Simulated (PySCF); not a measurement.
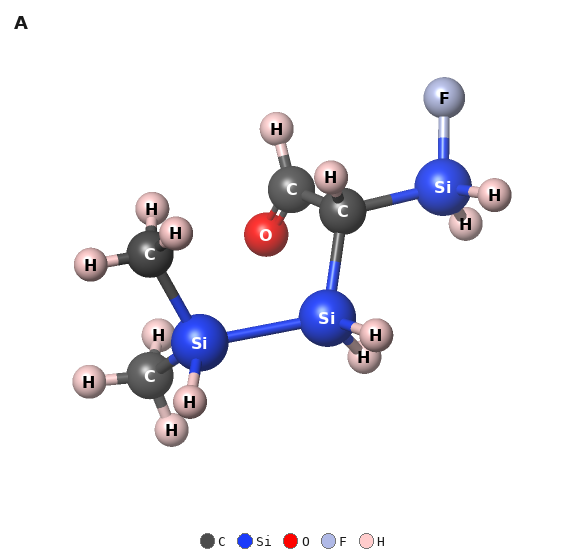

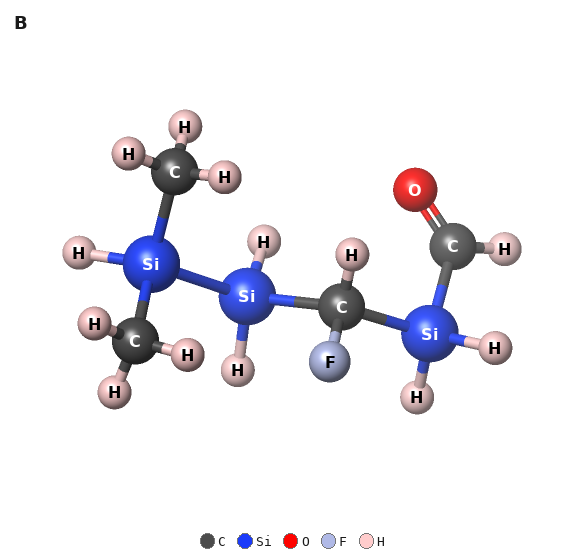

2 stationary structures of one formula. Geometries: GFN2-xTB. Electronic energies: PBE0/pcSseg-1 (PySCF 2.14.0), without zero-point energy. No frequency run is at hand to confirm each as a minimum. Each is one conformer, not always the lowest.

> How are they related?

They are constitutional isomers of C4H13FOSi3: A `C[SiH](C)[SiH2][C@H](C=O)[SiH2]F`, B `C[SiH](C)[SiH2][C@@H](F)[SiH2]C=O`.

> Which is lowest in energy, and by how much?

A is lowest; B lies 2.617 eV above it.

The geometry is semi-empirical. Around Si such bond lengths and angles can be off by a tenth of an ångström or more and by several degrees, and values that hang on the shape move with them.
